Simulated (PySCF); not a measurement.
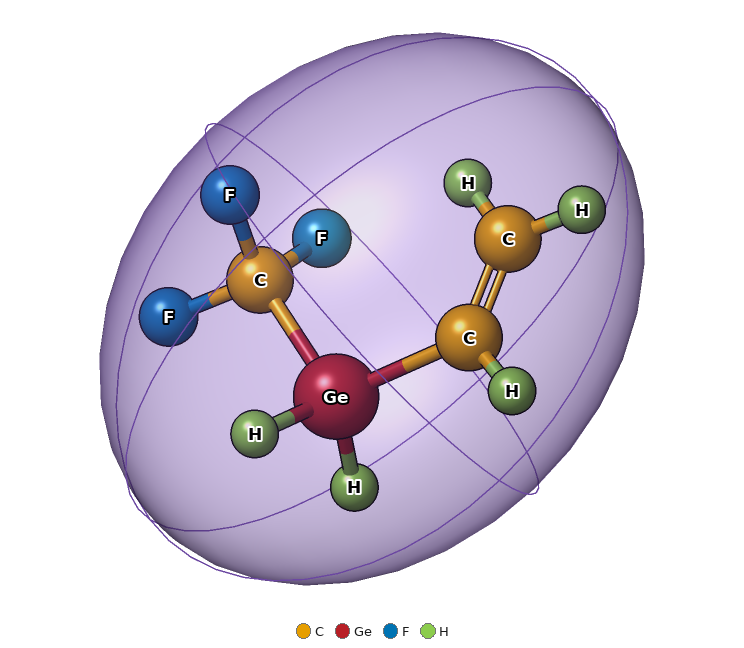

The ellipsoid shows the static dipole polarisability: its half-axes are proportional to the principal values. The geometry was computed by an optimisation with GFN2-xTB. No frequency run is at hand to confirm it as a minimum. Method: PBE0/def2-SVPD (PySCF 2.14.0).

Question: How large and how anisotropic is the polarisability?

Answer: Principal values 56.1, 68.5, 81.3 bohr³; mean 68.7 bohr³ (10.18 Å³); anisotropy 21.8 bohr³, so the longest axis is 1.45 times the shortest.

The geometry is semi-empirical. Around Ge such bond lengths and angles can be off by a tenth of an ångström or more and by several degrees, and values that hang on the shape move with them.
